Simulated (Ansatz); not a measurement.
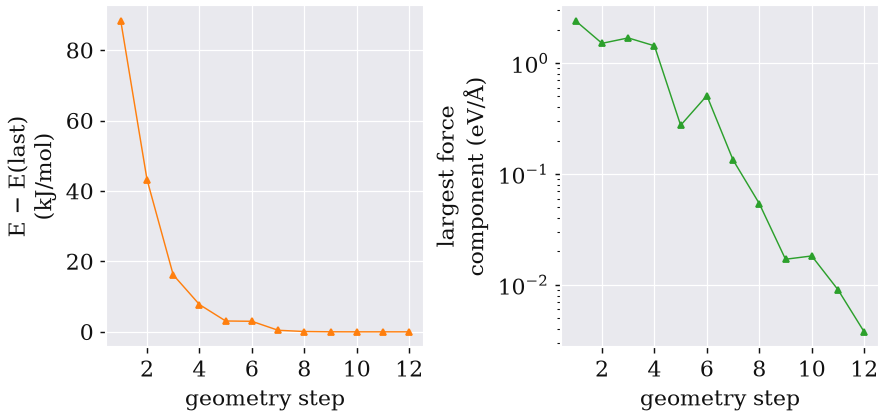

History of a geometry optimisation.

```
crystal:
  periodic: [false, false, false]
  atoms:
    - {symbol: Al, position_ang: [-1.974726, 0.055322, -0.509709]}
    - {symbol: N, position_ang: [-0.171835, -0.074050, 0.368903]}
    - {symbol: C, position_ang: [1.134586, 0.011168, -0.335935]}
    - {symbol: H, position_ang: [-0.541048, -0.984866, 0.034806]}
    - {symbol: H, position_ang: [-2.833683, 0.742973, 0.683549]}
    - {symbol: H, position_ang: [0.002083, 0.202514, 1.361338]}
    - {symbol: H, position_ang: [1.875177, -0.641816, 0.137281]}
    - {symbol: H, position_ang: [1.557097, 1.018992, -0.388194]}
    - {symbol: H, position_ang: [0.952348, -0.330236, -1.352038]}
basis:
  gaussian: {orbitals: def2-TZVP}
hamiltonian: {xc: pbe0, dispersion: d4}
relax: {f_tol: 0.005, max_steps: 200}
```

Command:
```bash
ansatz run in.yaml --threads 2 --pin off --events-out ev --progress --plain --max-ram 4352MiB
```

### How did it end, and what did it gain?

The optimisation met its thresholds at geometry 12, counting the start as the first. The energy fell by about 88 kJ/mol from the first step to the last. The largest force component goes from about 2.4 eV/Å at the start to 4 × 10⁻³ eV/Å at the end.
